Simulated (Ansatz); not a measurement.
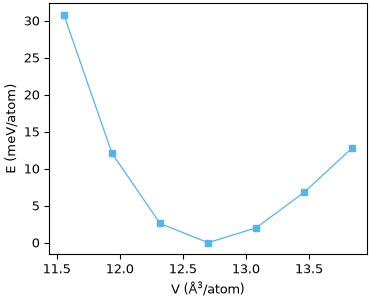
Figure. GaO in space group P6_3/mmc (No. 194; Ga on 4f, O on 4f) under volume change, DFT-r²SCAN+D4 in the program Ansatz with PAW potentials, shape and atoms relaxed at each volume.

Q: What does a third-order Birch–Murnaghan fit give for V₀, B₀ and B′?

A: V₀ = 12.71 Å³/atom, B₀ = 61.4 GPa, B′ = 13.3.

The start of the workflow was typed in or built on a structure type; neither database checked (COD, Materials Project) lists it. Its standing as an ambient phase is unchecked. Symmetry was held in the r²SCAN+D4 relaxation; whether a distortion lowers the energy is not shown.

Potentials: the earlier of the program's two PAW sets.
